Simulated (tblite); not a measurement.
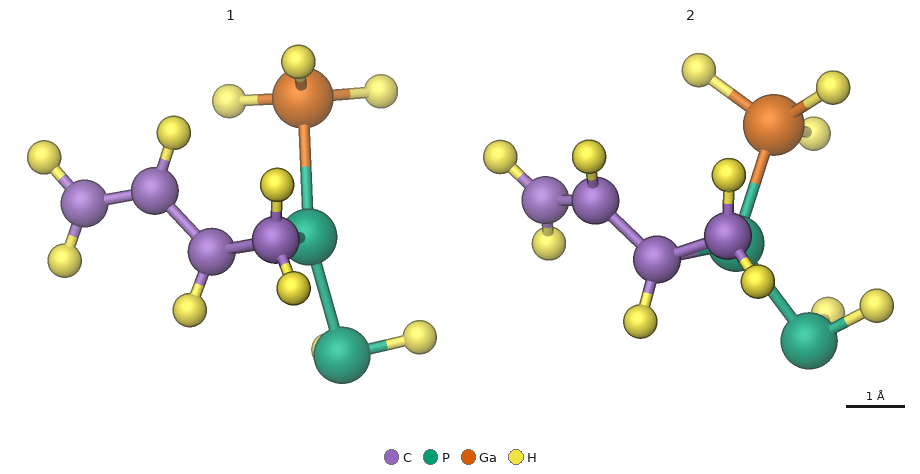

Two geometries of C$_{4}$H$_{11}$GaP$_{2}$, drawn at one scale. One is the start of a relaxation, the other its converged end. A ball-and-stick model, seen at a tilt.

Computed with GFN2-xTB geometry optimisation, gas phase in tblite 0.8.0. 

Q: Which one is relaxed?

A: Structure 1 is the relaxed one. After 180 geometry steps the energy has fallen by 19.1 kcal/mol. The largest move after the best rigid fit is that of an H atom, 1.46 Å. Largest moves by element: H 1.46 Å, P 0.60 Å, C 0.55 Å, Ga 0.52 Å. Among the contacts that change: Ga–P 2.289 → 2.555 Å, Ga–H 1.618 → 1.548 Å, H–P 1.460 → 1.396 Å, C–C 1.451 → 1.498 Å. Bond angles that change, for instance: P–P–Ga 118.0° → 149.1°, C–P–Ga 124.5° → 102.9°, C–P–P 116.5° → 100.2°. Groups turn about C–C by about 55°.
